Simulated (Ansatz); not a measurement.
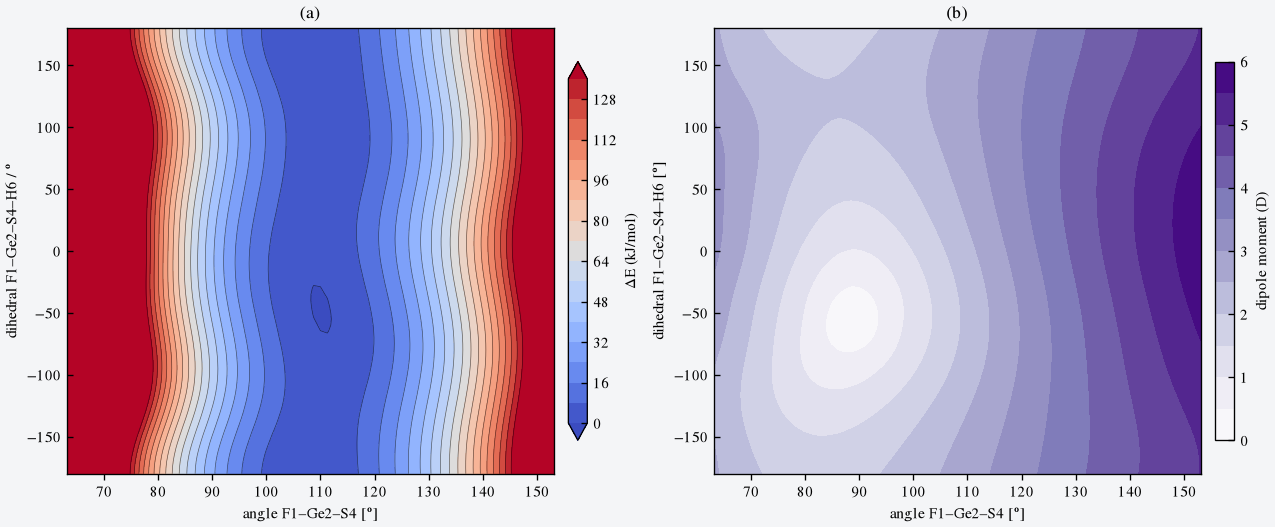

ClF2GeHS, SMILES [F][Ge]([F])([SH])[Cl]. The first coordinate is: angle F1–Ge2–S4; the second: dihedral F1–Ge2–S4–H6. Nothing is relaxed (all other coordinates rigid). The grid has 15 × 15 points. Points are written as (first, second). All energies are given in kJ/mol relative to the lowest grid point. The calculation used RHF/def2-SVP (Ansatz 0.2.0).

Panel (a) is the energy and panel (b) the computed dipole moment on the same grid.

In the figure: filled contours, one colour for all values above the top of the scale. Between grid points the surface is interpolated.

**How does the dipole moment vary over the map, and what is it at the lowest grid point?**

Leaving out the highest fifth of the energies, it runs from 0.14 D at (88.8°, −60°) to 5.41 D at (146.7°, 36°). At the lowest grid point, (108.1°, −36°), it is 1.97 D.
